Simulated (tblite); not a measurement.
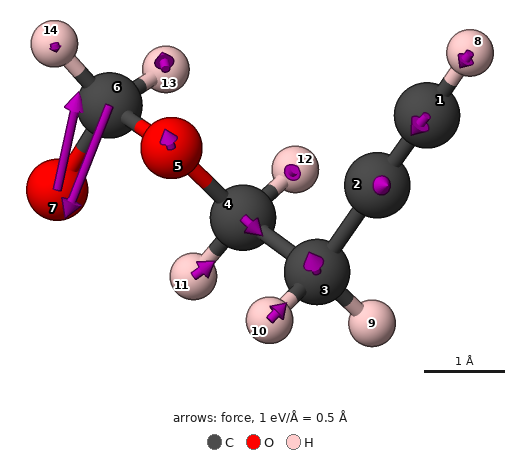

Starting geometry of C5H7O2 (multiplicity 2) with the computed forces as purple arrows. The picture is a ball-and-stick view, seen at a tilt.

These are results of GFN2-xTB geometry optimisation, gas phase in tblite, not measurements. 

What follows when this structure is relaxed?

It isn't relaxed: the largest force vector, on C6, is 3.12 eV/Å. The final displacements have little in common with the starting forces (cosine between the two patterns 0.15). The energy falls by 19.7 kcal/mol in 208 geometry steps. The atom that moves furthest after the best rigid fit is O7 (2.35 Å). Largest moves by element: O 2.35 Å, H 1.98 Å, C 0.90 Å. Among the contacts that change: C6–O7 1.388 → 1.273 Å, C6–H13 1.099 → 1.143 Å, C4–H11 1.126 → 1.093 Å, C2–C3 1.474 → 1.444 Å. Among the angles between lasting bonds that change: O5–C6–O7 107.3° → 119.5°, C4–O5–C6 105.3° → 115.0°, O5–C6–H14 111.0° → 103.5°. Groups turn about C4–O5 by about 90°, O5–C6 by about 30°. The run took 0.88 s on 1 thread of Arm Neoverse V2 (shared host).
